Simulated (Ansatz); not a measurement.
F₂H₃NSi···H₂O

Input

```
crystal:
  periodic: [false, false, false]
  atoms:
    - {symbol: Si, position_ang: [-0.738688, -0.781543, -0.511046]}
    - {symbol: N, position_ang: [0.934359, -0.513306, -0.367605]}
    - {symbol: F, position_ang: [-1.109975, -2.219593, -1.073347]}
    - {symbol: F, position_ang: [-1.349357, -0.750725, 0.953130]}
    - {symbol: H, position_ang: [-1.354394, 0.230384, -1.375175]}
    - {symbol: H, position_ang: [0.679582, 1.318323, 0.681350]}
    - {symbol: O, position_ang: [0.271071, 2.146126, 0.968201]}
    - {symbol: H, position_ang: [1.442262, -0.195317, -1.179658]}
    - {symbol: H, position_ang: [1.503353, -1.135021, 0.188127]}
    - {symbol: H, position_ang: [-0.278212, 1.900472, 1.716022]}
basis:
  gaussian: {orbitals: def2-TZVPP}
hamiltonian: {xc: pbe0, dispersion: d4}
output: {orbitals: {seedname: orbitals}}
```

Run with:

```sh
ansatz run in.yaml --threads 4 --pin off --events-out ev --progress --plain --max-ram 9574MiB
```

The reactant side of a reaction path; geometry: PBE0-D4/def2-TZVP.

Level of theory: Ansatz, RKS PBE0-D4/def2-TZVPP.

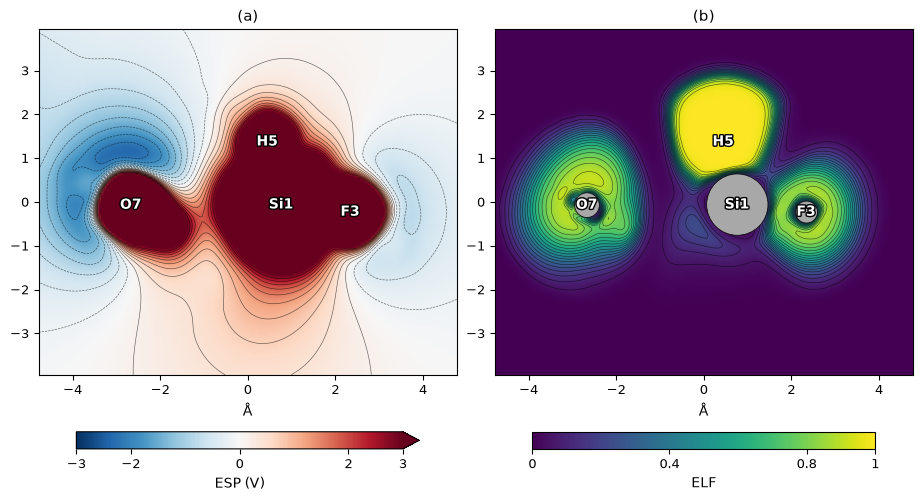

Figure 1. (a) electrostatic potential; (b) ELF on the plane of atoms F3, Si1 and H5. Grey discs cover the atomic cores in the ELF map.

Read the bonding off the picture.

- The section cuts through Si, F, H and O sites.
- Si–F (1.59 Å): the ELF peaks at about 0.85 in the valence shell of F, 0.6 Å from its nucleus, and is about 0.50 at the midpoint.
- Si–H (1.47 Å): the ELF climbs to about 1 towards the hydrogen, as it does in any bond to H.
- The ELF also peaks beside F3 and O7, away from the bonds: lone-pair regions.
- Outside the dense part of the complex the potential is most negative (−2.3 V) near O7.

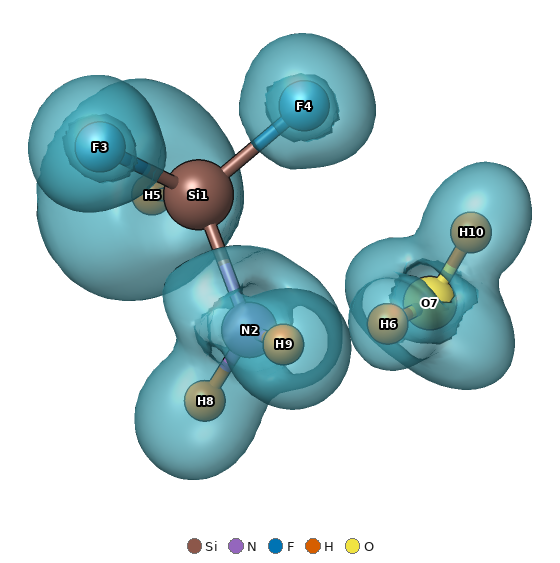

Figure 2. Isosurface of the ELF at 0.75 (cyan), seen at an oblique angle. Core shells and regions of very low density are left out.

Where are the electrons localised?

The surface consists of one region around a hydrogen nucleus, two regions wrapped around F (its lone pairs, merged into a ring or cap), one joined region spread over several atoms (H, N), in which their bonds and any lone pairs are merged and one joined region spread over several atoms (H, O), in which their bonds and any lone pairs are merged. Profiles from the grid: N2···H6 (2.13 Å): the ELF dips to about 0.10 between them: by its geometry a hydrogen bond between the two molecules, with no shared pair.

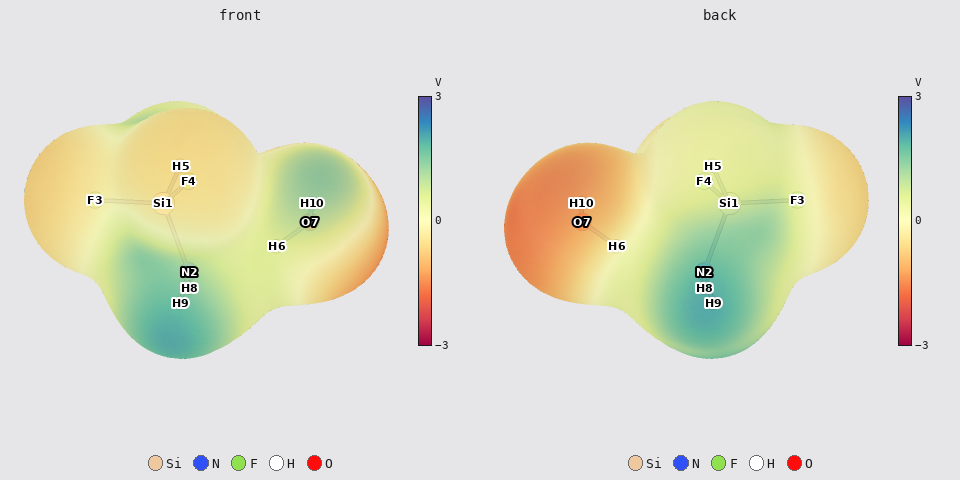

Figure 3. The electrostatic potential painted on the density surface at 0.001 e/bohr³, seen from the front and from behind; the colour scale runs from red (negative) to blue (positive).

Which sites attract a positive test charge, and which a negative one?

A positive charge is drawn to the negative regions and a negative charge to the positive ones. The most negative region (about −1.7 V) lies over O7, the most positive (about +2.0 V) over H8 and H9. O7 is the likeliest acceptor of a hydrogen bond.

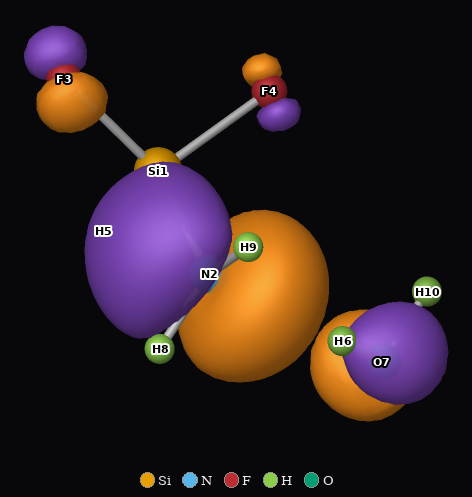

Figure 4. The HOMO−1 at ±0.15 Å⁻³ᐟ² (orange and purple are the two phases), seen at an oblique angle.

Where does this orbital lie, and at what energy?

It lies mainly on N2 (about 60 %) and O7 (about 15 %). Its energy is −8.93 eV.
